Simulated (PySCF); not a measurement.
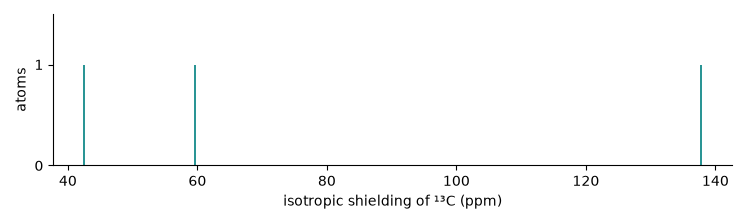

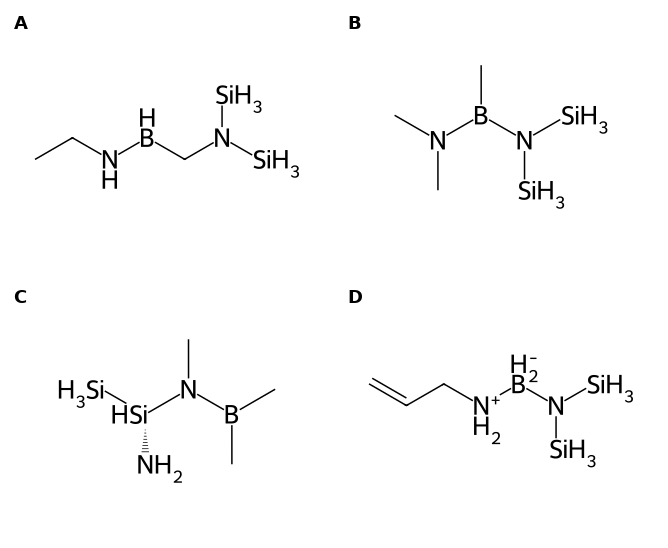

The sticks are computed shieldings of one of the molecules, for one fixed geometry (GFN2-xTB) without averaging over rotations. Low shielding means a high chemical shift. Method: GIAO PBE0/pcSseg-1 NMR shielding, non-relativistic, gas phase (PySCF 2.14.0).

Question: Match the spectrum to a structure.

Answer: D, `C=CC[NH2+][BH2-]N([SiH3])[SiH3]`. Its 3 C atoms give lines at 42.5, 59.7, 137.8 ppm.

The geometry is semi-empirical. Around B, Si such bond lengths and angles can be off by a tenth of an ångström or more and by several degrees, and values that hang on the shape move with them.
